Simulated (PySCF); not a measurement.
```xyz
2

Al    0.0000    0.0000   -2.3223
I     0.0000    0.0000    0.4937
```

Core potentials replace the inner electrons of I.

Method: PBE0/def2-SVPD, non-relativistic Hamiltonian with scalar-relativistic core potentials where named, at a bond length of 2.816 Å in PySCF 2.14.0.

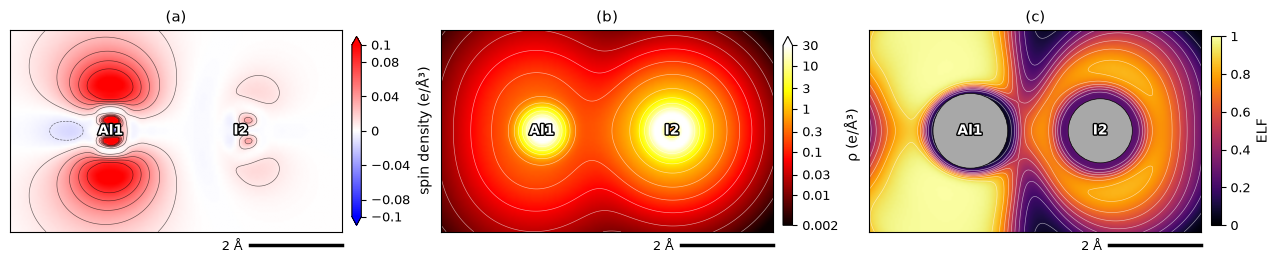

AlI (charge −1, doublet). (a) spin density; (b) electron density; (c) electron localisation function on a plane that holds the molecular axis. Grey discs cover the atomic cores in the ELF map.

**Describe what can be read from this map.**

Atoms in the plane: Al and I. Al–I (2.82 Å): ρ at the midpoint is about 0.31 e/Å³, with its minimum of 0.22 e/Å³ about 1.0 Å from Al; the ELF peaks at about 0.75 in the valence shell of I, 1.3 Å from its nucleus, and is about 0.75 at the midpoint. The ELF also peaks beside Al1 and I2, away from the bonds: non-bonding electrons, paired or unpaired. The unpaired spin (1 electron) lies mostly on Al1 (about 0.9) and I2 (about 0.1), in electrons by Hirshfeld's partition.
